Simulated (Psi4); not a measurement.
# HfF4 (SMILES F[Hf](F)(F)F): BHLYP/def2-SVP (core potential)

What is the vertical ionisation energy of HfF4 at BHLYP/def2-SVP (core potential)? The job is set up through a Python script.

The calculation is run with Psi4 1.11.

18 further runs of the same task are left out: 18 that didn't finish.

## Step 1: The structure to begin with

HfF4 has 5 atoms, charge 0, and is taken as a singlet. SMILES: `F[Hf](F)(F)F`. The shape is that of a PBE0-D4/def2-TZVP optimisation.

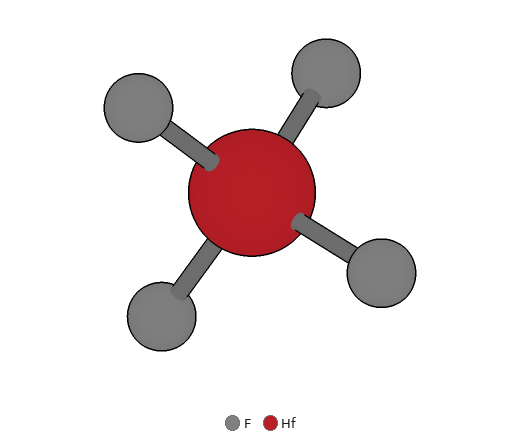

The structure, seen from a chosen angle (fluorine grey, hafnium red).

## Step 2: A single-point energy at BHLYP/def2-SVP (core potential)

job.py

```python
import psi4

psi4.set_memory(2200000000)
psi4.set_num_threads(1)
psi4.core.set_output_file('f4hf.out', False)

geom = psi4.geometry("""
F     -0.908700    -0.112040     1.661430
Hf     0.000000     0.000000     0.000000
F      1.622880    -0.977200     0.099740
F     -1.093180    -0.727680    -1.368970
F      0.379000     1.816910    -0.392190
units angstrom
symmetry c1
no_reorient
no_com
""")

options = {'basis': 'def2-SVP', 'puream': True, 'e_convergence': 1e-09, 'd_convergence': 1e-08, 'scf_type': 'pk', 'dft_radial_points': 99, 'dft_spherical_points': 590}
psi4.set_options(options)

energy_value, wavefunction = psi4.energy('bhhlyp', return_wfn=True)
psi4.oeprop(wavefunction, 'MAYER_INDICES', 'DIPOLE', 'QUADRUPOLE')
print('E =', round(energy_value, 9))
for k, v in sorted(psi4.core.scalar_variables().items()):
    print(f'{k:45s} {v:18.10f}')
```

Command:

```
$ python job.py
```

f4hf.out:

```text
[...]
    !!!  WARNING: ECP capability is in beta. Please check occupations closely.  !!!
[...]
  Running in c1 symmetry.
[...]
  Nuclear repulsion =  203.528571326276847
[...]
  Multiplicity = 1
[...]
  Nalpha       = 24
  Nbeta        = 24
[...]
    Number of basis functions: 88
[...]
   @RKS iter   1:  -446.89896104942409   -1.15942e+00   9.77485e-03 DIIS/ADIIS
[...]
   @RKS iter  11:  -447.16566604032869   -2.33058e-12   3.09227e-09 DIIS
[...]
    Orbital Energies [Eh]
    ---------------------
    Doubly Occupied:
       1A    -25.309486     2A    -25.309429     3A    -25.309428
       4A    -25.309426     5A     -2.732981     6A     -1.543007
       7A     -1.543006     8A     -1.543005     9A     -1.308659
      10A     -1.269799    11A     -1.269799    12A     -1.269798
      13A     -0.567264    14A     -0.567264    15A     -0.567263
      16A     -0.561190    17A     -0.556293    18A     -0.556293
      19A     -0.519472    20A     -0.519472    21A     -0.519471
      22A     -0.519294    23A     -0.519293    24A     -0.519293
[...]
  @RKS Final Energy:  -447.16566604032869
   => Energetics <=
    Nuclear Repulsion Energy =            203.5285713262768468
    One-Electron Energy =               -1043.1486948049209786
    Two-Electron Energy =                 417.2891378186479869
    DFT Exchange-Correlation Energy =     -24.8346803803325358
    Empirical Dispersion Energy =           0.0000000000000000
    VV10 Nonlocal Energy =                  0.0000000000000000
    Total Energy =                       -447.1656660403286878
[...]
 Multipole Moments:
 ------------------------------------------------------------------------------------
     Multipole            Electronic (a.u.)      Nuclear  (a.u.)        Total (a.u.)
 ------------------------------------------------------------------------------------
 L = 1.  Multiply by 2.5417464519 to convert [e a0] to [Debye]
 Dipole X            :          0.0000103           -0.0000000            0.0000103
 Dipole Y            :          0.0001832           -0.0001701            0.0000131
 Dipole Z            :         -0.0001861            0.0001701           -0.0000160
 Magnitude           :                                                    0.0000231
 L = 2.  Multiply by 1.3450342976 to convert [e a0^2] to [Debye ang]
 Quadrupole XX       :       -188.0233276          154.2108219          -33.8125057
 Quadrupole XY       :         -0.0009028            0.0008525           -0.0000503
[...]
```

The script printed:

```text
E = -447.16566604
CURRENT ENERGY                                   -447.1656660403
CURRENT REFERENCE ENERGY                         -447.1656660403
DD SOLVATION ENERGY                                 0.0000000000
DFT FUNCTIONAL TOTAL ENERGY                      -447.1656660403
DFT TOTAL ENERGY                                 -447.1656660403
DFT VV10 ENERGY                                     0.0000000000
DFT XC ENERGY                                     -24.8346803803
GRID ELECTRONS ALPHA                               23.9999975888
GRID ELECTRONS BETA                                23.9999975888
GRID ELECTRONS TOTAL                               47.9999951776
NUCLEAR REPULSION ENERGY                          203.5285713263
ONE-ELECTRON ENERGY                             -1043.1486948049
PCM POLARIZATION ENERGY                             0.0000000000
PE ENERGY                                           0.0000000000
SCF ITERATION ENERGY                             -447.1656660403
SCF ITERATIONS                                     11.0000000000
SCF TOTAL ENERGY                                 -447.1656660403
TWO-ELECTRON ENERGY                               417.2891378186
XC GRID RADIAL POINTS                              99.0000000000
XC GRID SPHERICAL POINTS                          590.0000000000
XC GRID TOTAL POINTS                           282612.0000000000
```

Wall time 19 s (1 thread of Intel Xeon at 2.50GHz (Skylake/Cascade Lake), shared host); peak memory 0.84 GiB.

## Step 3: The doublet cation: energy and forces at UBHLYP/def2-SVP (core potential)

f4hf.py

```python
import psi4

psi4.set_memory('2200 MB')
psi4.set_num_threads(1)
psi4.core.set_output_file('run.log', False)

geom = psi4.geometry("""
1 2
F     -0.908700    -0.112040     1.661430
Hf     0.000000     0.000000     0.000000
F      1.622880    -0.977200     0.099740
F     -1.093180    -0.727680    -1.368970
F      0.379000     1.816910    -0.392190
units angstrom
symmetry c1
""")

psi4.set_options({
    'basis': 'def2-SVP',
    'reference': 'uks',
    'puream': True,
    'e_convergence': 1e-09,
    'd_convergence': 1e-08,
    'scf_type': 'pk',
    'dft_radial_points': 99,
    'dft_spherical_points': 590,
    'maxiter': 100,
})

energy_value, wavefunction = psi4.gradient('bhhlyp', molecule=geom, return_wfn=True)
print('gradient / Eh bohr^-1')
print(energy_value.np.round(6))
print(f'energy = {wavefunction.energy():.10f} Eh')
```

Command:

```
$ python f4hf.py
```

run.log, shortened:

```text
[...]
    !!!  WARNING: ECP capability is in beta. Please check occupations closely.  !!!
[...]
  Running in c1 symmetry.
[...]
  Nuclear repulsion =  203.528571326276847
[...]
  Multiplicity = 2
[...]
  Nalpha       = 24
  Nbeta        = 23
[...]
    Number of basis functions: 88
[...]
   @UKS iter   1:  -446.39800291152181   -5.95007e-01   7.97127e-03 ADIIS/DIIS
[...]
   @UKS iter  79:  -446.60528499308458   -1.56888e-11   7.65572e-09 DIIS
[...]
   @S^2 Observed:                7.661797162E-01
[...]
  @UKS Final Energy:  -446.60528499308458
   => Energetics <=
    Nuclear Repulsion Energy =            203.5285713262768468
    One-Electron Energy =               -1029.9648485646234803
    Two-Electron Energy =                 404.4237347954039024
    DFT Exchange-Correlation Energy =     -24.5927425501418391
    Empirical Dispersion Energy =           0.0000000000000000
    VV10 Nonlocal Energy =                  0.0000000000000000
    Total Energy =                       -446.6052849930845809
[...]
 Multipole Moments:
 ------------------------------------------------------------------------------------
     Multipole            Electronic (a.u.)      Nuclear  (a.u.)        Total (a.u.)
 ------------------------------------------------------------------------------------
 L = 1.  Multiply by 2.5417464519 to convert [e a0] to [Debye]
 Dipole X            :          1.2745752           -0.0000000            1.2745752
 Dipole Y            :         -1.0186684           -0.0001027           -1.0187712
 Dipole Z            :          0.1291186            0.0001027            0.1292213
 Magnitude           :                                                    1.6368063
[...]
  -Total Gradient:
     Atom            X                  Y                   Z
    ------   -----------------  -----------------  -----------------
       1       -0.010248411807     0.001820488850     0.009441855879
       2        0.108669215065    -0.084301397621     0.010499968569
       3       -0.089788143352     0.055851686992    -0.005890785056
       4       -0.011335606612    -0.001752204882    -0.007950745644
       5        0.002596252341     0.028740050041    -0.006023046889
[...]
```

On the terminal:

```text
gradient / Eh bohr^-1
[[-0.010248  0.00182   0.009442]
 [ 0.108669 -0.084301  0.0105  ]
 [-0.089788  0.055852 -0.005891]
 [-0.011336 -0.001752 -0.007951]
 [ 0.002596  0.02874  -0.006023]]
energy = -446.6052849931 Eh
```

It took 2.5 min on 1 thread of Intel Xeon at 2.50GHz (Skylake/Cascade Lake), shared host; peak memory 0.84 GiB.

## Step 4: Results

At BHLYP/def2-SVP (core potential):

| quantity | value |
| --- | --- |
| singlet HfF4: total energy | -447.16567 Eh |
| singlet HfF4: dipole moment | 0.00 D |
| singlet HfF4: HOMO energy | -14.13 eV |
| singlet HfF4: LUMO energy | -0.41 eV |
| singlet HfF4: HOMO–LUMO gap | 13.72 eV |
| doublet cation: total energy | -446.60528 Eh |
| doublet cation: HOMO energy (highest over α and β) | -19.60 eV |
| doublet cation: LUMO energy (lowest over α and β) | -16.50 eV |
| doublet cation: ⟨S²⟩ | 0.766 |
| doublet cation: largest force on an atom | 7.093 eV/Å |
| vertical ionisation energy (to the doublet cation) | 15.249 eV |

**Reading.** The vertical ionisation energy comes to 15.25 eV (352 kcal/mol). −ε(HOMO) before ionisation, 14.13 eV, is 1.12 eV below this ionisation energy.
